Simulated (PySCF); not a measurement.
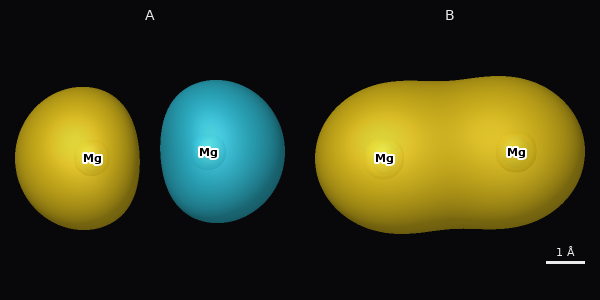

Figure 1: Mg2. Two frontier orbitals, each drawn at the value that holds 80 % of its norm (yellow and cyan are the two phases), in no order; of a degenerate pair one member is drawn.

Theory: PBE0/x2c-SVPall, spin-free X2C-1e, Gaussian nucleus, at a bond length of 3.620 Å (PySCF 2.14.0).

> Label each orbital by symmetry, say whether it is occupied, and order them by energy.

Orbital B: σg, occupied, −6.23 eV; with no node between the nuclei.
Orbital A: σu, occupied, −4.80 eV; antibonding, with a node between the atoms.
